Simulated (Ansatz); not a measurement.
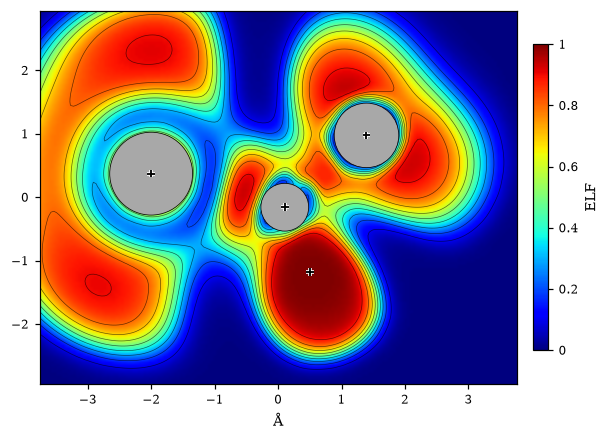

The electron localisation function on a plane through atoms (crosses mark nuclei in the plane; grey discs cover the cores).

Theory: Ansatz, isolated molecule in a Gaussian basis; Kohn-Sham density functional theory, functional PBE0.

Candidates:
A. AlF$_{2}$HN$_{2}$ (SMILES N#[N+][AlH-]([F])[F])
B. CHF$_{2}$Si (SMILES F/C=[Si]/F) (doublet)
C. CHClSn (SMILES Cl[CH]=[Sn]) (triplet)

### Which candidate gave the map?

Candidate C: CHClSn on the molecular plane, which holds C, Cl, Sn and H. C–Cl (1.72 Å): the ELF peaks at about 0.85 between the atoms (localised, covalent bonding). C–Sn (2.17 Å): the ELF peaks at about 0.95 in the valence shell of C, 0.7 Å from its nucleus, and drops to about 0.15 between the two atoms.
